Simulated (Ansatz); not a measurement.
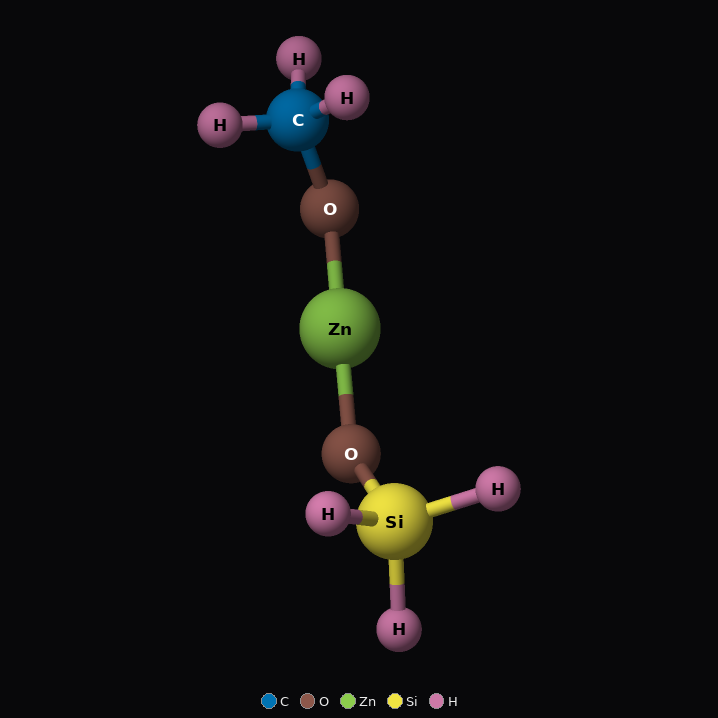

Computed geometry: PBE0-D4/def2-TZVP optimisation.

> Give the formula.

CH₆O₂SiZn, 11 atoms: 1 carbon, 6 hydrogen, 2 oxygen, 1 silicon and 1 zinc.

> Which point group does it belong to?

C1.

> Name some functional groups or characteristic bonds that it holds.

Among them: Si–H bond, Si–O bond.

> Give a SMILES string for it.

C[O][Zn][O][SiH3]

> Count the bonded pairs by element.

3 C–H, 3 Si–H, 2 O–Zn, 1 C–O, 1 O–Si.

More results for the same structure follow; atom numbers are the same in all pictures, views and colours differ.

### Electronic properties

Level of theory: RKS r2SCANh-D4/def2-TZVPP (Ansatz 0.2.0).

> Give the dispersion correction at this level.

−5.0 kJ/mol.

> Estimate the LUMO energy (Kohn–Sham orbital).

−1.56 eV.

> Give the HOMO energy (Kohn–Sham orbital) at this level.

−7.02 eV.

### Vibrations

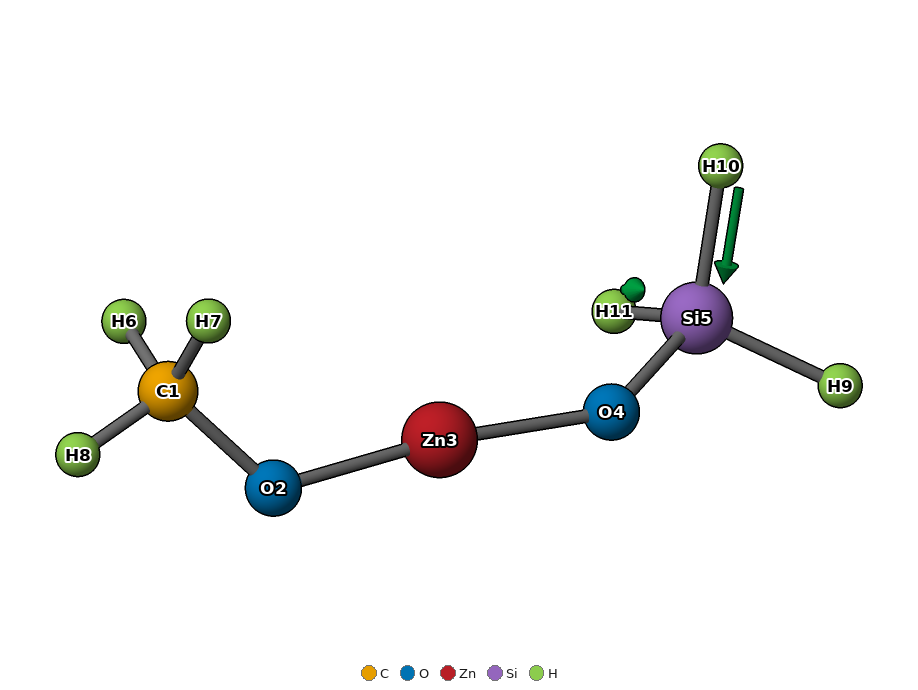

The arrows show one normal mode. Harmonic vibrations computed with RKS PBE0-D4/def2-TZVP (Ansatz 0.2.0) at a stationary point of the same level.

> Describe the motion.

Mostly Si–H stretching.

> At what wavenumber does it lie?

2195 cm⁻¹; it is mode 23 of 27 counted from the lowest.

### Charges

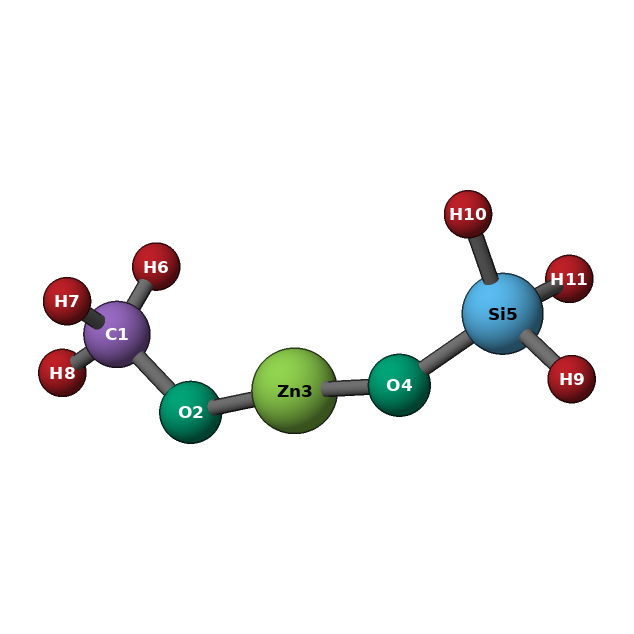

The questions are on Mulliken charges. Properties computed with RKS PBE-D4/def2-TZVPP (Ansatz 0.2.0).

Give the Mulliken charges atom by atom.

```tsv
atom	value (e)
C1	−0.10
O2	−0.38
Zn3	0.44
O4	−0.37
Si5	0.38
H6	0.09
H7	0.09
H8	0.09
H9	−0.07
H10	−0.08
H11	−0.08
```

Mulliken values depend strongly on the basis set and can even reverse the polarity of a bond.
